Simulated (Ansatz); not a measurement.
Hypothetical P6_3/mmc GeS2, pressure series

The parent structure is GeS₂ in the 2H-MoS2 type structure (space group P6_3/mmc, No. 194; a = 3.428 Å, c = 10.622 Å; a hypothetical phase, not in the database extracts checked; layered, stacked along the Cartesian z axis).

Cell and atoms are relaxed at each pressure.

Method: DFT with PBE-D3(BJ), PAW potentials and a 420 eV plane-wave cutoff in Ansatz (a first-principles code), no spin-orbit coupling, earlier PAW set.

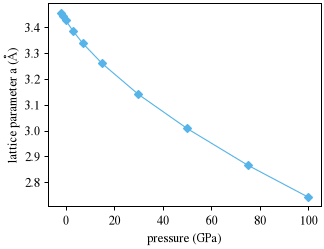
Fig. 1. Lattice parameter a against pressure

Task: From the plot, what is the lattice parameter a for pressure 75 GPa?

Result: About 2.87 Å.

Task: Is the trend monotonic over the range shown?

Result: Yes, it falls throughout, spanning 2.742 Å to 3.456 Å.

Load acts through the strain it causes; cell and atoms are relaxed under it. Whether these cells are dynamically stable was not tested. No other phases were tried under pressure. All final runs are without spin polarisation.
